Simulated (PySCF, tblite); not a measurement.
# C5H10N radical: geometry, infrared bands and EPR parameters

Wanted: the infrared bands and EPR parameters of C5H10N radical (`CC[C@@H]1CC[N]1`), by calculation.

Programs: tblite 0.8.0 and PySCF 2.14.0, with density-fitted response routines of our own. Each step states its level of theory. These are calculated values for one molecule in the gas phase, unless marked as measured. Atoms are numbered from 0 throughout.

### Step 1. The starting structure

16 atoms, charge 0, multiplicity 2; geometry from: force field or distance geometry start.

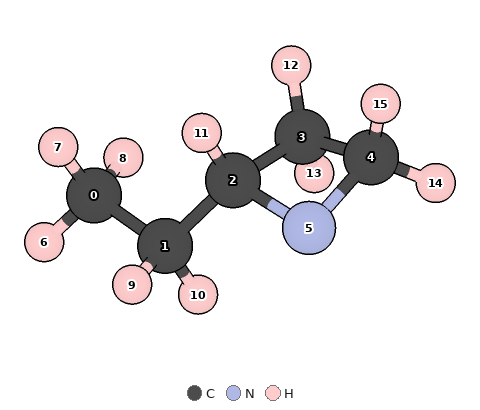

As it starts; carbon dark grey, nitrogen light blue, hydrogen pink, atoms numbered.

### Step 2. Optimising the geometry with GFN2-xTB

The job: settings as JSON, then the geometry in Å.

```
{"job": {"kind": "relax", "xc": "GFN2-xTB", "basis": "xTB"}, "charge": 0, "multiplicity": 2}
C     -2.146500     0.104100    -0.208400
C     -1.003500    -0.867600    -0.083900
C      0.248900    -0.156500     0.437200
C      1.014200     0.750800    -0.558800
C      2.279100     0.088200     0.020700
N      1.423900    -1.043400     0.423300
H     -3.054100    -0.408100    -0.557500
H     -2.374500     0.585200     0.757900
H     -1.915100     0.896600    -0.923800
H     -1.291500    -1.667000     0.629900
H     -0.819300    -1.348200    -1.048100
H      0.099700     0.291200     1.429400
H      0.920500     1.821200    -0.368700
H      0.840300     0.536200    -1.615500
H      3.041900    -0.174700    -0.714000
H      2.728200     0.601000     0.882400
```

Started as:

```console
> OMP_NUM_THREADS=1 python probes_run.py task.json out
```

The driver reads the jobs from task.json and runs them one after another.

Output:

```text
step      E/eV     max force
  0    -506.74964    1.937
  1    -506.86064    0.675
  2    -506.90249    0.615
  3    -506.93659    0.393
  4    -506.94453    0.146
  5    -506.94729    0.128
  6    -506.95028    0.173
  7    -506.95425    0.217
  8    -506.95847    0.176
  9    -506.96207    0.133
 10    -506.96487    0.114
 11    -506.96727    0.124
 12    -506.96969    0.135
 13    -506.97211    0.117
 14    -506.97445    0.123
 15    -506.97678    0.118
 16    -506.97901    0.112
 17    -506.98095    0.092
 18    -506.98259    0.089
 19    -506.98404    0.090
 20    -506.98549    0.098
 21    -506.98700    0.096
 22    -506.98857    0.090
 23    -506.99032    0.110
 24    -506.99232    0.111
 25    -506.99449    0.134
 26    -506.99667    0.119
 27    -506.99875    0.106
 28    -507.00060    0.085
 29    -507.00214    0.094
 30    -507.00346    0.086
 31    -507.00468    0.080
 32    -507.00584    0.100
 33    -507.00676    0.083
 34    -507.00716    0.100
 35    -507.00796    0.068
 36    -507.00855    0.055
 37    -507.00923    0.050
 38    -507.00975    0.057
 39    -507.01020    0.052
 40    -507.01061    0.049
 41    -507.01111    0.052
 42    -507.01163    0.054
 43    -507.01209    0.048
 44    -507.01244    0.042
 45    -507.01278    0.038
 46    -507.01310    0.043
 47    -507.01335    0.035
 48    -507.01352    0.034
 49    -507.01365    0.028
 50    -507.01377    0.028
 51    -507.01384    0.016
 52    -507.01387    0.014
 53    -507.01390    0.012
 54    -507.01393    0.019
 55    -507.01396    0.020
 56    -507.01399    0.012
 57    -507.01400    0.012
 58    -507.01403    0.013
 59    -507.01405    0.016
 60    -507.01408    0.013
 61    -507.01409    0.009
```

Wall time 0.29 s (1 thread of Arm Neoverse V1, shared host).

The steps of the relaxation: (not every step is listed)

| step | energy from step 0 (eV) | largest force (eV/Å) |
| --- | --- | --- |
| 0 | 0.0000 | 1.9371 |
| 1 | -0.1110 | 0.6746 |
| 2 | -0.1529 | 0.6154 |
| 3 | -0.1870 | 0.3935 |
| 4 | -0.1949 | 0.1462 |
| 5 | -0.1977 | 0.1283 |
| 6 | -0.2006 | 0.1727 |
| 7 | -0.2046 | 0.2173 |
| 8 | -0.2088 | 0.1762 |
| 12 | -0.2201 | 0.1348 |
| 16 | -0.2294 | 0.1124 |
| 20 | -0.2359 | 0.0985 |
| 24 | -0.2427 | 0.1107 |
| 28 | -0.2510 | 0.0846 |
| 32 | -0.2562 | 0.0996 |
| 36 | -0.2589 | 0.0547 |
| 40 | -0.2610 | 0.0489 |
| 44 | -0.2628 | 0.0423 |
| 48 | -0.2639 | 0.0343 |
| 52 | -0.2642 | 0.0136 |
| 56 | -0.2643 | 0.0121 |
| 57 | -0.2644 | 0.0122 |
| 58 | -0.2644 | 0.0135 |
| 59 | -0.2644 | 0.0157 |
| 60 | -0.2644 | 0.0127 |
| 61 | -0.2645 | 0.0093 |

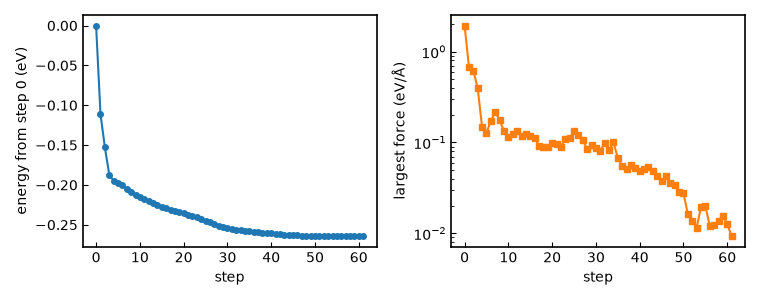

Energy and largest force along the relaxation.

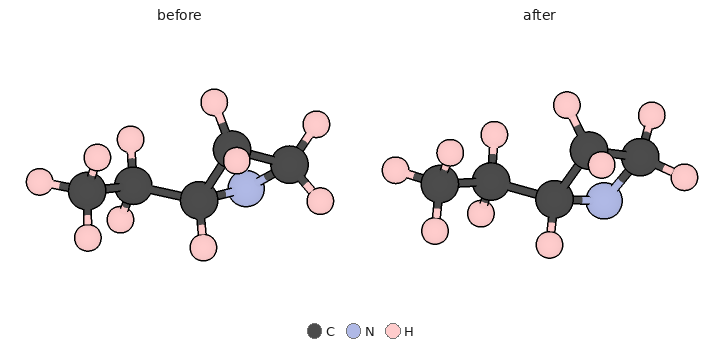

The geometry before (left) and after (right).

Close pairs (by a distance rule), those that changed most:

| bond | before (Å) | after (Å) | change (Å) |
| --- | --- | --- | --- |
| C4–N5 | 1.474 | 1.436 | -0.039 |
| C2–N5 | 1.472 | 1.440 | -0.032 |
| C1–H9 | 1.110 | 1.091 | -0.019 |
| C0–C1 | 1.505 | 1.522 | +0.017 |
| C0–H7 | 1.103 | 1.088 | -0.015 |
| C0–H6 | 1.099 | 1.087 | -0.012 |
| C2–C3 | 1.549 | 1.539 | -0.011 |
| C3–C4 | 1.541 | 1.532 | -0.009 |

The end geometry stands in the next job.

### Step 3. Harmonic vibrations with GFN2-xTB

The job: settings as JSON, then the geometry in Å.

```
{"job": {"kind": "ir", "xc": "GFN2-xTB", "basis": "xTB"}, "charge": 0, "multiplicity": 2}
C     -2.168404     0.032450    -0.268455
C     -0.940404    -0.845110    -0.071968
C      0.236458    -0.051138     0.503903
C      1.027619     0.866761    -0.444526
C      2.221622    -0.011092    -0.056072
N      1.404082    -0.848628     0.775543
H     -2.979995    -0.549633    -0.698609
H     -2.505451     0.440069     0.682213
H     -1.947642     0.861263    -0.937866
H     -1.161266    -1.663298     0.615280
H     -0.632835    -1.281442    -1.024295
H     -0.112176     0.444836     1.420701
H      1.093588     1.912847    -0.152883
H      0.734489     0.795485    -1.489823
H      2.703082    -0.573998    -0.863549
H      3.019633     0.479572     0.512331
```

Output:

```text
mode    cm-1     km/mol
  1      80.2      5.01
  2      97.4      4.61
  3     195.0      1.57
  4     249.3      5.86
  5     385.7      5.73
  6     401.6      1.38
  7     735.7      2.06
  8     750.3      0.22
  9     813.0      4.73
 10     893.3      0.16
 11     948.4     10.52
 12     984.7      8.13
 13     992.3      7.69
 14    1010.8      7.28
 15    1067.9      8.81
 16    1081.3      7.88
 17    1085.3     12.73
 18    1123.1      0.08
 19    1133.7      2.05
 20    1165.4      1.97
 21    1181.3      1.61
 22    1218.7      1.11
 23    1229.7      0.30
 24    1237.3      0.93
 25    1275.3      6.49
 26    1316.2      9.11
 27    1412.1      1.73
 28    1416.3     12.30
 29    1462.5      1.13
 30    1485.8      0.98
 31    1499.7      3.49
 32    1503.7      1.79
 33    2849.1     25.82
 34    2876.9     12.30
 35    2919.4     30.11
 36    2979.8     23.59
 37    2995.0     17.16
 38    3008.4     42.89
 39    3012.3     30.20
 40    3031.6     52.09
 41    3033.9     45.55
 42    3039.4     24.05
```

Wall time 0.36 s (1 thread of Arm Neoverse V1, shared host).

The strongest bands and the atoms that carry them (share of the mass-weighted mode):

| cm⁻¹ | km/mol | atoms |
| --- | --- | --- |
| 2849 | 25.8 | H11 93 % |
| 2919 | 30.1 | H15 48 %, H14 48 % |
| 2980 | 23.6 | H10 74 %, H9 15 % |
| 3008 | 42.9 | H12 68 %, H13 22 % |
| 3012 | 30.2 | H13 71 %, H12 24 % |
| 3032 | 52.1 | H8 46 %, H7 42 % |
| 3034 | 45.5 | H6 32 %, H7 32 %, H8 26 % |
| 3039 | 24.1 | H6 60 %, H8 19 %, H7 18 % |

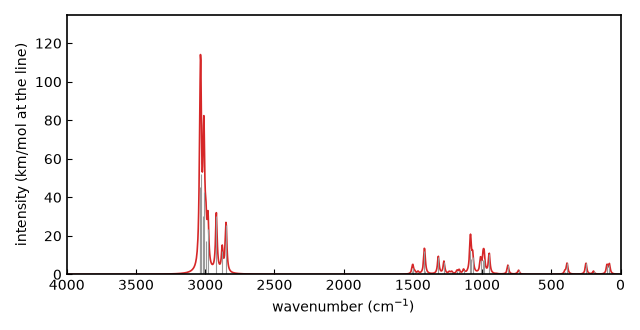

The infrared spectrum from these modes, unscaled. Lines are broadened to a width of 14 cm⁻¹ (Lorentzian).

### Step 4. EPR parameters: B3LYP/pcH-1

Same as in step 3 but for these lines:

```diff
@@ -1,2 +1,2 @@
-{"job": {"kind": "ir", "xc": "GFN2-xTB", "basis": "xTB"}, "charge": 0, "multiplicity": 2}
+{"job": {"kind": "epr", "basis": "pcH-1"}, "charge": 0, "multiplicity": 2}
 C     -2.168404     0.032450    -0.268455
```

Level: UKS B3LYP, pcH-1 on C H N, non-relativistic, mean-field spin-orbit, GIAO.

Output:

```text
UKS, coarse grid
  cycle   1  E = -251.18408188  |g| = 3.01e-01
  cycle   2  E = -251.17881244  |g| = 3.33e-01
  cycle   3  E = -251.23580265  |g| = 3.24e-02
  cycle   4  E = -251.23630535  |g| = 1.24e-02
  cycle   5  E = -251.23637092  |g| = 6.93e-03
  cycle   6  E = -251.23639601  |g| = 1.46e-03
  cycle   7  E = -251.23639742  |g| = 5.36e-04
UKS, final grid
  cycle   1  E = -251.23634416  |g| = 6.01e-04
  cycle   2  E = -251.23634403  |g| = 8.36e-04
  cycle   3  E = -251.23634433  |g| = 7.10e-05
  cycle   4  E = -251.23634434  |g| = 2.85e-05
E = -251.23634434 Eh   <S^2> = 0.7540 (exact 0.7500)
g shifts (ppm)      1          2          3
  rmc          -206       -206       -206
  gc             -8         38         25
  oz_so           8       1867       5326
  total        -206       1700       5145
hyperfine (MHz)  atom isotope    a_iso     a_fc   dipolar eigenvalues
    0   13C      -0.19      -0.19     -1.01     -0.85      1.86
    1   13C      51.97      51.97     -5.34     -5.00     10.33
    2   13C     -33.74     -33.74     -3.35     -0.20      3.56
    3   13C       2.57       2.57     -1.51     -1.19      2.70
    4   13C     -35.74     -35.74     -3.56      0.02      3.54
    5   14N      32.06      32.06    -42.76    -41.29     84.05
    6    1H       2.53       2.53     -1.28     -0.56      1.85
    7    1H      -0.34      -0.34     -1.68     -0.76      2.43
    8    1H       0.13       0.13     -1.34     -1.07      2.42
    9    1H      -3.88      -3.88     -4.52     -2.55      7.07
   10    1H      -4.26      -4.26     -5.18     -2.20      7.38
   11    1H     133.43     133.43     -6.00     -4.09     10.10
   12    1H      -4.24      -4.24     -2.73     -2.30      5.03
   13    1H      -3.40      -3.40     -2.83     -2.42      5.26
   14    1H     128.98     128.98     -5.83     -4.13      9.96
   15    1H     136.95     136.95     -5.86     -4.15     10.01
```

Run time: 48 s. Hardware: 1 thread of Arm Neoverse V1, shared host; peak memory 0.92 GiB.

Principal g values 2.00211, 2.00402, 2.00746; g(iso) = 2.00453, against 2.00232 for a free electron.

Mean a(iso) over the nuclei that a row names, and the largest dipolar term of the row (other rows stand at the frozen geometry):

| nuclei | isotope | a(iso) (MHz) | a(iso) (G, at g = 2.0023) | largest dipolar term (MHz) |
| --- | --- | --- | --- | --- |
| H15 | 1H | 136.9 | 48.9 | 10.0 |
| H11 | 1H | 133.4 | 47.6 | 10.1 |
| H14 | 1H | 129.0 | 46.0 | 10.0 |
| C1 | 13C | 52.0 | 18.5 | 10.3 |
| C4 | 13C | -35.7 | -12.8 | -3.6 |
| C2 | 13C | -33.7 | -12.0 | 3.6 |
| N5 | 14N | 32.1 | 11.4 | 84.1 |
| H10 | 1H | -4.3 | -1.5 | 7.4 |
| H12 | 1H | -4.2 | -1.5 | 5.0 |
| H9 | 1H | -3.9 | -1.4 | 7.1 |
| H13 | 1H | -3.4 | -1.2 | 5.3 |
| C3 | 13C | 2.6 | 0.9 | 2.7 |
| H6, H7, H8 | 1H | 0.8 | 0.3 | 2.4 |
| C0 | 13C | -0.2 | -0.1 | 1.9 |

Mulliken spin populations:

C0 0.01; C1 0.04; C2 -0.06; C3 0.01; C4 -0.08; N5 0.89; H6 0.00; H7 0.00; H8 0.00; H9 0.00; H10 0.00; H11 0.07; H12 0.00; H13 0.00; H14 0.06; H15 0.06

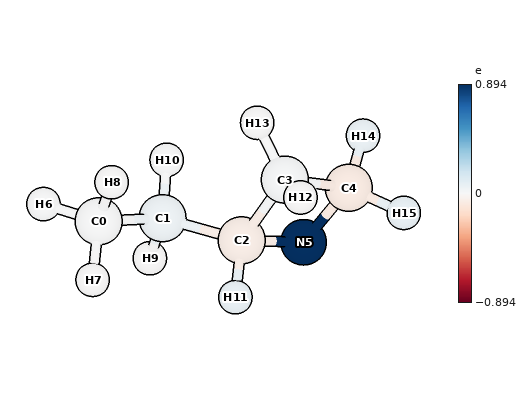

Mulliken spin populations, as colours on the atoms.

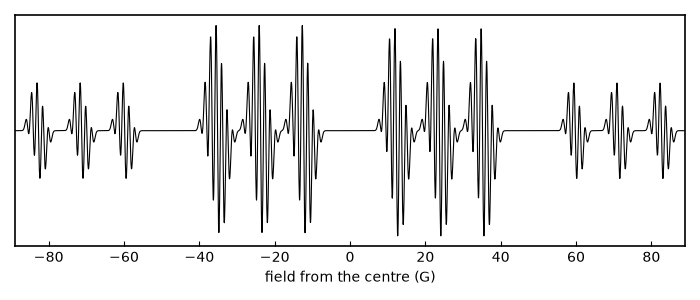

First-order isotropic spectrum (first derivative, main isotopes with spin only, couplings over 0.8 MHz, Gaussian width 0.4 G; couplings of the frozen geometry, rotation of groups not averaged beyond the rows shown).

Orbitals, density, ELF and potential are computed afterwards from the orbital file.

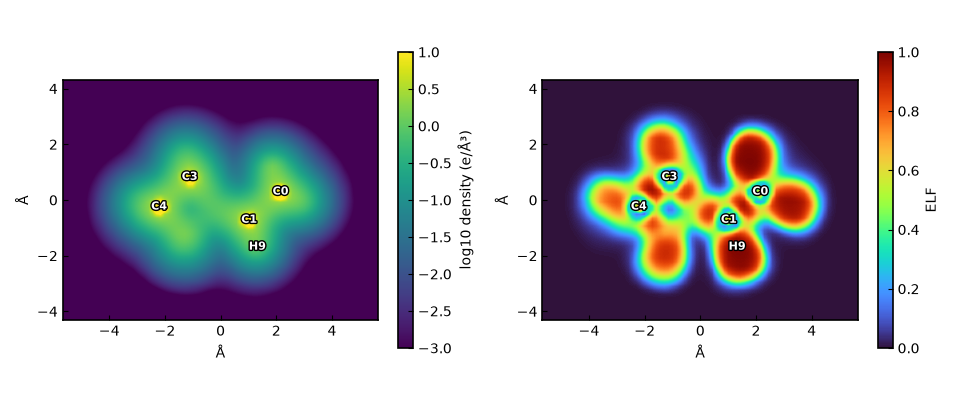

Density (left) and ELF (right) in a plane through or near 5 of the atoms.

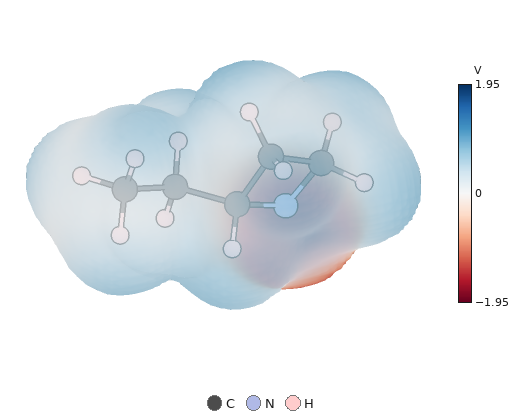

Electrostatic potential on the surface of density 0.002 e/bohr³; red is low, blue high. It runs from -1.95 V near N5 to 0.73 V near H15.

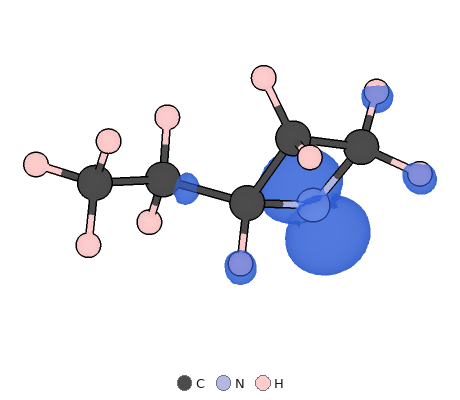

Spin density at ±0.07 e/Å³ (alpha excess blue, beta excess red).

### Step 5. Summary of results

| quantity | value |
| --- | --- |
| strongest single infrared mode (GFN2-xTB) | 3032 cm⁻¹, 52 km/mol |
| zero-point energy (GFN2-xTB) | 87.5 kcal/mol |
| g(iso) (B3LYP) | 2.00453 |
| ⟨S²⟩ | 0.754 (exact 0.75) |
| largest a(iso) (averaged by class) | 1H on H15, 136.9 MHz |
| potential on the surface of density 0.002 e/bohr³, 1st and 99th percentile | -1.95 V and 0.73 V |

What this shows: Relaxing lowered the energy by 0.264 eV in 61 steps; the close pair that moved most is C4–N5, from 1.474 to 1.436 Å. All 42 modes are real, so the xTB geometry is a minimum. Unscaled tight-binding wavenumbers are off by several per cent, some by more. Its intensities can rank the bands wrongly. N5 carries the largest spin population, 0.89 e. The isotropic g lies 2.2 ppt above the free-electron value. These values are for one conformer; the search (at its own cheap level) found 1 more, at 0.22 kcal/mol, and measured spectra average over such forms.
